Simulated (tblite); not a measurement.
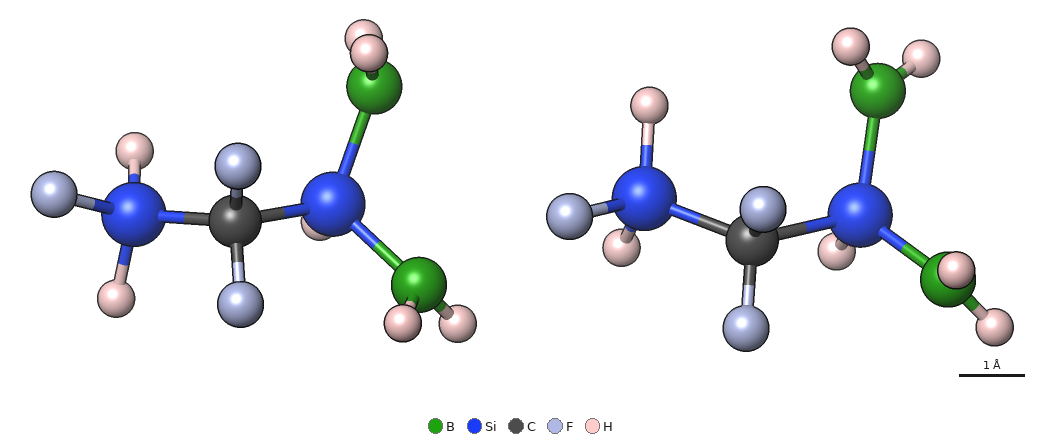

Two geometries of CH$_{7}$B$_{2}$F$_{3}$Si$_{2}$, drawn at one scale. One is the start of a relaxation, the other its converged end. A ball-and-stick model, seen at a tilt.

Theory: GFN2-xTB geometry optimisation, gas phase (tblite 0.8.0). 

Which geometry has the lower energy?

The right one is the relaxed one. After 128 geometry steps the energy has fallen by 98.2 kJ/mol. The largest move after the best rigid fit is that of an H atom, 1.27 Å. Largest moves by element: H 1.27 Å, F 0.68 Å, B 0.38 Å, C 0.34 Å, Si 0.31 Å. Near-neighbour distances that change, for instance: C–Si 1.852 → 1.978 Å, C–Si 1.839 → 1.928 Å, F–Si 1.691 → 1.603 Å, B–H 1.197 → 1.169 Å. Among the angles between lasting bonds that change: C–Si–H 113.2° → 98.7°, H–Si–H 108.2° → 118.4°, Si–B–H 115.3° → 122.0°. Groups turn about C–Si by about 30°. Cost: 1 s on 1 thread of Arm Neoverse V1, with other jobs on the host.
